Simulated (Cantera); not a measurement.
Input: 1 mol SiH2Cl2, 0.08 mol CH4, 82 mol H2, 0.44 mol HCl, equilibrated at 0.00860 bar.

Method: chemical equilibrium by Gibbs-energy minimisation in Cantera with the NASA 1993 tables (ideal gas, pure condensed phases). Candidate condensed phases: C, C6H6, C7H8, C8H18, Si, SiC; 109 gas species. Mutual solubility and eutectic melting of coexisting phases are not modelled. The tables' values for SiCl3, SiCl are old estimates; treat these amounts as uncertain. Gases not in the tables: Si2H6 and higher silanes. Rates play no part.

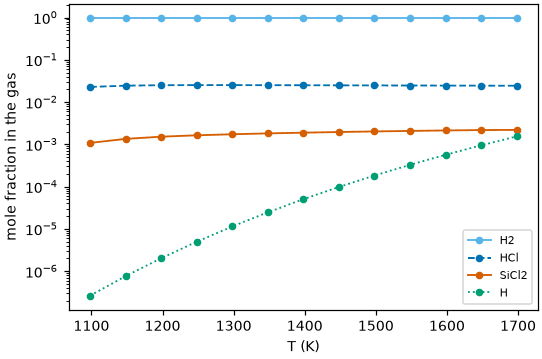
*Equilibrium gas composition (values under 1e-9 drawn at 1e-9)*

Read off the mole fractions at 1498 K.

H2 about 0.97, HCl about 0.025, SiCl2 about 0.0020, H about 0.00018.
